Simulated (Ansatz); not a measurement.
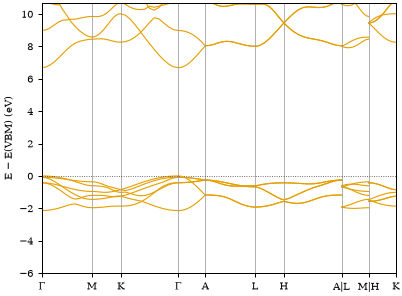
Figure: Band structure from r²SCAN in the plane-wave PAW code Ansatz

Question: Read off the gap and where the band edges lie.

Answer: About 6.7 eV (6.68 eV by a search for the band edges); maximum at Γ, minimum at Γ.

The material is LiCl (wurtzite, P6_3mc).

The workflow started from a Materials Project entry (that database holds measured and hypothetical structures alike); the Crystallography Open Database copy checked does not list it. It is not the phase usual at ambient conditions (space group No. 225). The cell was relaxed with r²SCAN under the symmetry of its start; of distortions, only those at the zone centre were tested.

Potentials: the later of the program's two PAW sets.
